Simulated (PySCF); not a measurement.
# Geometry relaxation of C4H12Se6Si4 (part 2 of 2)

Continued. System: C4H12Se6Si4 ((MeSi)4Se6 adamantane). Method: PBE0-D3(BJ)/def2-SVP geometry optimisation, gas phase (PySCF 2.14.0). It belongs to a series of runs on one base structure; here: Me, Se.

**Trajectory as extended XYZ, continued**
```
26
Properties=species:S:1:pos:R:3:forces:R:3 step=6 energy=-427840.95583
Si    1.4421   -1.5661    0.3832    0.0253  -0.0128  -0.0271
C     2.6884   -2.9181    0.7096    0.0052   0.0066  -0.0143
Se    0.8144   -0.8014    2.4435   -0.0336  -0.0161   0.0022
Si   -0.7117    0.8073    1.8861    0.0535   0.0125  -0.0282
C    -1.3148    1.5188    3.5024    0.0338  -0.0231   0.0341
Se    0.2716    2.5513    0.7839   -0.0462   0.0218   0.0000
Si    0.9318    1.5702   -1.1704    0.0082  -0.0338  -0.0177
C     1.7226    2.9385   -2.1648    0.0251  -0.0186   0.0227
Se    2.5581   -0.0130   -0.8737   -0.0349   0.0076   0.0089
Se   -0.7989    0.8000   -2.4547   -0.0159   0.0294  -0.0017
Si   -1.6799   -0.8242   -1.1135   -0.0228   0.0081   0.0847
C    -3.1338   -1.5243   -2.0499    0.0259  -0.0008  -0.0596
Se   -0.2647   -2.5804   -0.7531    0.0003   0.0119   0.0126
Se   -2.5631   -0.0125    0.8365    0.0059   0.0085  -0.0261
H     2.8858   -3.4738   -0.2198    0.0211   0.0101  -0.0035
H     2.2994   -3.6151    1.4665   -0.0075  -0.0176  -0.0003
H     3.6316   -2.4822    1.0726   -0.0120  -0.0041   0.0215
H    -0.4629    1.9425    4.0566   -0.0177   0.0021   0.0089
H    -2.0541    2.3127    3.3205   -0.0032   0.0166  -0.0274
H    -1.7817    0.7309    4.1129    0.0085  -0.0031  -0.0077
H     1.0244    3.7826   -2.2719   -0.0112  -0.0191  -0.0205
H     2.0028    2.5699   -3.1633   -0.0095   0.0015   0.0005
H     2.6288    3.2905   -1.6496    0.0143   0.0212   0.0080
H    -3.8741   -0.7338   -2.2463    0.0071   0.0039   0.0055
H    -2.7938   -1.9414   -3.0106   -0.0093   0.0031   0.0077
H    -3.6096   -2.3232   -1.4626   -0.0105  -0.0157   0.0167
26
Properties=species:S:1:pos:R:3:forces:R:3 step=7 energy=-427840.96027
Si    1.4414   -1.5738    0.3834   -0.0450   0.0315  -0.0455
C     2.6832   -2.9261    0.7099    0.0311  -0.0093   0.0089
Se    0.8153   -0.8000    2.4402   -0.0153  -0.0306   0.0240
Si   -0.7089    0.8099    1.8840    0.0549   0.0105  -0.0331
C    -1.3082    1.5236    3.4998    0.0259   0.0046   0.0594
Se    0.2834    2.5504    0.7840   -0.0481   0.0226   0.0001
Si    0.9356    1.5673   -1.1710   -0.0027  -0.0425  -0.0183
C     1.7306    2.9323   -2.1660    0.0244  -0.0406   0.0245
Se    2.5493   -0.0304   -0.8907    0.0056   0.0172   0.0230
Se   -0.8027    0.8063   -2.4511   -0.0136   0.0297  -0.0095
Si   -1.6827   -0.8188   -1.1114   -0.0258   0.0173   0.0904
C    -3.1384   -1.5149   -2.0476   -0.0005  -0.0173  -0.0419
Se   -0.2775   -2.5795   -0.7425    0.0143  -0.0176  -0.0033
Se   -2.5644   -0.0045    0.8391    0.0053   0.0125  -0.0339
H     2.9463   -3.4267   -0.2343    0.0102   0.0007   0.0007
H     2.2609   -3.6675    1.4048   -0.0060  -0.0125  -0.0086
H     3.5951   -2.4981    1.1536   -0.0059  -0.0039   0.0097
H    -0.4554    1.9406    4.0579   -0.0139  -0.0006   0.0004
H    -2.0400    2.3247    3.3167    0.0013   0.0050  -0.0266
H    -1.7838    0.7409    4.1105    0.0059  -0.0098  -0.0143
H     1.0153    3.7555   -2.3123   -0.0017   0.0011  -0.0172
H     2.0483    2.5482   -3.1472   -0.0077   0.0077  -0.0060
H     2.6130    3.3140   -1.6305    0.0015   0.0195  -0.0001
H    -3.8748   -0.7211   -2.2452    0.0060   0.0062   0.0049
H    -2.8036   -1.9373   -3.0075    0.0021   0.0036   0.0061
H    -3.6189   -2.3091   -1.4567   -0.0024  -0.0050   0.0062
26
Properties=species:S:1:pos:R:3:forces:R:3 step=8 energy=-427840.96338
Si    1.4380   -1.5804    0.3831   -0.0681   0.0415  -0.0390
C     2.6787   -2.9329    0.7102    0.0302  -0.0144   0.0184
Se    0.8089   -0.8067    2.4388    0.0013  -0.0211   0.0262
Si   -0.7035    0.8139    1.8831    0.0423   0.0048  -0.0167
C    -1.2990    1.5265    3.5009    0.0066   0.0196   0.0423
Se    0.2848    2.5551    0.7818   -0.0283   0.0106   0.0022
Si    0.9361    1.5654   -1.1709   -0.0092  -0.0296  -0.0164
C     1.7380    2.9234   -2.1695    0.0101  -0.0330   0.0123
Se    2.5434   -0.0368   -0.8907    0.0309   0.0142   0.0236
Se   -0.8087    0.8136   -2.4467   -0.0037   0.0170  -0.0083
Si   -1.6877   -0.8121   -1.1055   -0.0199   0.0139   0.0553
C    -3.1416   -1.5063   -2.0465   -0.0172  -0.0177  -0.0072
Se   -0.2873   -2.5772   -0.7394    0.0167  -0.0283  -0.0127
Se   -2.5662    0.0078    0.8423    0.0006   0.0096  -0.0254
H     2.9941   -3.3904   -0.2398    0.0007  -0.0035   0.0009
H     2.2337   -3.7073    1.3533   -0.0041  -0.0048  -0.0119
H     3.5622   -2.5138    1.2155   -0.0007  -0.0018   0.0021
H    -0.4474    1.9385    4.0640   -0.0035  -0.0022  -0.0049
H    -2.0250    2.3325    3.3138    0.0030  -0.0045  -0.0109
H    -1.7819    0.7453    4.1073    0.0007  -0.0085  -0.0113
H     1.0126    3.7308   -2.3502    0.0048   0.0124  -0.0075
H     2.0820    2.5254   -3.1362   -0.0006   0.0059  -0.0057
H     2.6022    3.3303   -1.6224   -0.0073   0.0092  -0.0040
H    -3.8748   -0.7098   -2.2453    0.0021   0.0040   0.0009
H    -2.8062   -1.9300   -3.0053    0.0091   0.0027   0.0018
H    -3.6266   -2.2985   -1.4558    0.0035   0.0041  -0.0041
26
Properties=species:S:1:pos:R:3:forces:R:3 step=9 energy=-427840.96522
Si    1.4326   -1.5835    0.3820   -0.0423   0.0194  -0.0177
C     2.6736   -2.9373    0.7098    0.0117  -0.0070   0.0120
Se    0.8012   -0.8154    2.4396    0.0073  -0.0037   0.0124
Si   -0.6976    0.8176    1.8837    0.0206   0.0002   0.0038
C    -1.2905    1.5286    3.5040   -0.0075   0.0155   0.0066
Se    0.2817    2.5605    0.7788   -0.0040  -0.0008   0.0027
Si    0.9357    1.5639   -1.1709   -0.0090  -0.0097  -0.0130
C     1.7433    2.9155   -2.1736   -0.0047  -0.0098  -0.0030
Se    2.5433   -0.0352   -0.8802    0.0278   0.0055   0.0155
Se   -0.8127    0.8178   -2.4442    0.0059   0.0020  -0.0026
Si   -1.6926   -0.8067   -1.0997   -0.0123   0.0049   0.0139
C    -3.1442   -1.5004   -2.0455   -0.0156  -0.0063   0.0148
Se   -0.2927   -2.5755   -0.7429    0.0111  -0.0179  -0.0109
Se   -2.5670    0.0192    0.8447   -0.0023   0.0034  -0.0099
H     3.0159   -3.3729   -0.2411   -0.0031  -0.0018  -0.0009
H     2.2170   -3.7283    1.3242   -0.0027  -0.0002  -0.0079
H     3.5415   -2.5247    1.2466    0.0008  -0.0003  -0.0001
H    -0.4398    1.9371    4.0705    0.0040  -0.0019  -0.0041
H    -2.0137    2.3367    3.3141    0.0023  -0.0060   0.0041
H    -1.7776    0.7460    4.1051   -0.0019  -0.0028  -0.0030
H     1.0154    3.7163   -2.3740    0.0053   0.0101   0.0016
H     2.0996    2.5091   -3.1323    0.0048   0.0007  -0.0011
H     2.5983    3.3361   -1.6224   -0.0063  -0.0012  -0.0024
H    -3.8757   -0.7027   -2.2458   -0.0012   0.0004  -0.0025
H    -2.8045   -1.9229   -3.0032    0.0075   0.0012  -0.0014
H    -3.6319   -2.2929   -1.4573    0.0041   0.0059  -0.0069
26
Properties=species:S:1:pos:R:3:forces:R:3 step=10 energy=-427840.96590
Si    1.4282   -1.5840    0.3811   -0.0112  -0.0004  -0.0036
C     2.6684   -2.9398    0.7091   -0.0014  -0.0011   0.0031
Se    0.7978   -0.8196    2.4407    0.0040   0.0045   0.0012
Si   -0.6938    0.8197    1.8848    0.0057  -0.0004   0.0091
C    -1.2857    1.5307    3.5060   -0.0078   0.0051  -0.0099
Se    0.2817    2.5623    0.7769    0.0054  -0.0036   0.0021
Si    0.9367    1.5623   -1.1717   -0.0051  -0.0004  -0.0085
C     1.7465    2.9112   -2.1761   -0.0080   0.0040  -0.0078
Se    2.5463   -0.0334   -0.8717    0.0115   0.0011   0.0079
Se   -0.8125    0.8177   -2.4442    0.0079  -0.0037   0.0004
Si   -1.6953   -0.8042   -1.0972   -0.0083   0.0005  -0.0017
C    -3.1469   -1.4971   -2.0442   -0.0057   0.0024   0.0130
Se   -0.2949   -2.5749   -0.7470    0.0051  -0.0044  -0.0048
Se   -2.5664    0.0255    0.8458   -0.0017  -0.0006  -0.0017
H     3.0172   -3.3694   -0.2423   -0.0022   0.0003  -0.0010
H     2.2074   -3.7351    1.3142   -0.0012   0.0004  -0.0027
H     3.5325   -2.5306    1.2546    0.0000  -0.0006  -0.0001
H    -0.4344    1.9370    4.0730    0.0042  -0.0008  -0.0010
H    -2.0079    2.3395    3.3164    0.0011  -0.0024   0.0066
H    -1.7742    0.7472    4.1048   -0.0009   0.0007   0.0016
H     1.0199    3.7119   -2.3821    0.0030   0.0031   0.0038
H     2.1065    2.5025   -3.1326    0.0043  -0.0015   0.0014
H     2.5991    3.3347   -1.6237   -0.0011  -0.0044   0.0000
H    -3.8778   -0.6993   -2.2459   -0.0016  -0.0009  -0.0024
H    -2.8042   -1.9189   -3.0013    0.0023   0.0004  -0.0016
H    -3.6354   -2.2901   -1.4575    0.0017   0.0027  -0.0036
26
Properties=species:S:1:pos:R:3:forces:R:3 step=11 energy=-427840.96614
Si    1.4249   -1.5848    0.3807    0.0050  -0.0072   0.0022
C     2.6632   -2.9428    0.7084   -0.0055   0.0009  -0.0015
Se    0.7967   -0.8210    2.4415    0.0003   0.0050  -0.0031
Si   -0.6914    0.8213    1.8856   -0.0020   0.0005   0.0050
C    -1.2825    1.5333    3.5067   -0.0031  -0.0012  -0.0096
Se    0.2848    2.5621    0.7758    0.0057  -0.0024   0.0015
Si    0.9388    1.5605   -1.1727   -0.0017   0.0019  -0.0036
C     1.7496    2.9085   -2.1777   -0.0049   0.0061  -0.0053
Se    2.5490   -0.0342   -0.8672   -0.0004  -0.0005   0.0024
Se   -0.8105    0.8166   -2.4450    0.0054  -0.0038   0.0006
Si   -1.6972   -0.8023   -1.0965   -0.0048   0.0001  -0.0033
C    -3.1499   -1.4938   -2.0428    0.0011   0.0047   0.0042
Se   -0.2972   -2.5745   -0.7495    0.0008   0.0026  -0.0004
Se   -2.5656    0.0296    0.8462   -0.0002  -0.0018   0.0011
H     3.0132   -3.3703   -0.2435   -0.0008   0.0007  -0.0004
H     2.1994   -3.7393    1.3098   -0.0003  -0.0002   0.0004
H     3.5266   -2.5363    1.2569   -0.0004  -0.0012   0.0000
H    -0.4300    1.9377    4.0732    0.0020   0.0000   0.0007
H    -2.0038    2.3431    3.3185    0.0005   0.0007   0.0034
H    -1.7717    0.7499    4.1053    0.0005   0.0016   0.0024
H     1.0245    3.7104   -2.3846    0.0011  -0.0011   0.0028
H     2.1111    2.4992   -3.1333    0.0018  -0.0014   0.0013
H     2.6016    3.3315   -1.6241    0.0023  -0.0037   0.0008
H    -3.8803   -0.6958   -2.2454   -0.0009  -0.0004  -0.0008
H    -2.8062   -1.9157   -2.9995   -0.0012   0.0001  -0.0007
H    -3.6388   -2.2867   -1.4566   -0.0003   0.0000  -0.0001
```

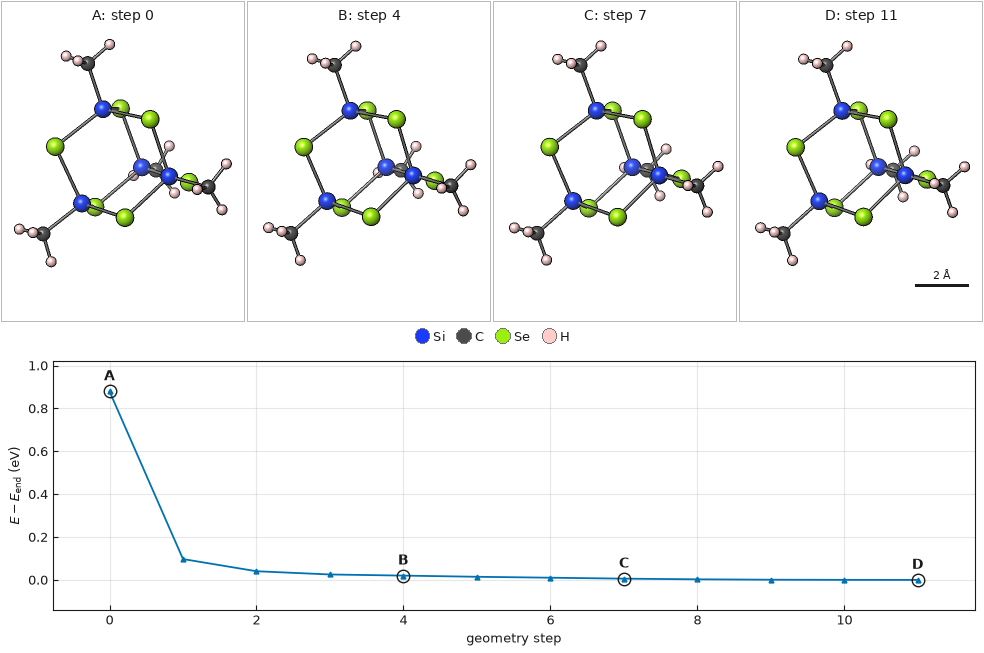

Frames of the relaxation (ball-and-stick view, seen at a tilt) above the curves, on which the letters mark them (steps are counted from 0).

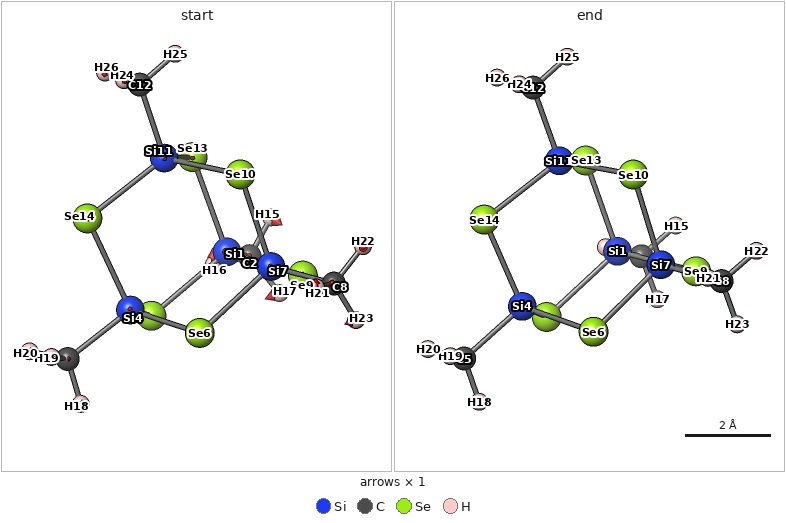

Before (left) and after (right) the relaxation, at one scale (ball-and-stick view, seen at a tilt). The red arrows give the displacements, at true length. The largest move after the best rigid fit is that of H16, 0.42 Å. By element the largest moves are H 0.42 Å, Si 0.18 Å, C 0.15 Å, Se 0.10 Å. Among the contacts that change: Si4–Se14 2.441 → 2.285 Å, Si1–Se13 2.424 → 2.285 Å, Si1–Se3 2.361 → 2.286 Å, Si1–C2 1.793 → 1.867 Å. Among the angles that change: Si4–C5–H20 115.6° → 110.0°, H19–C5–H20 103.4° → 109.0°, Se3–Si4–Se6 118.1° → 112.8°. The energy falls by 0.880 eV in 11 geometry steps. The largest force component goes from 2.8 to 0.0096 eV/Å. (Atoms are counted from 1 in the order of the input.)
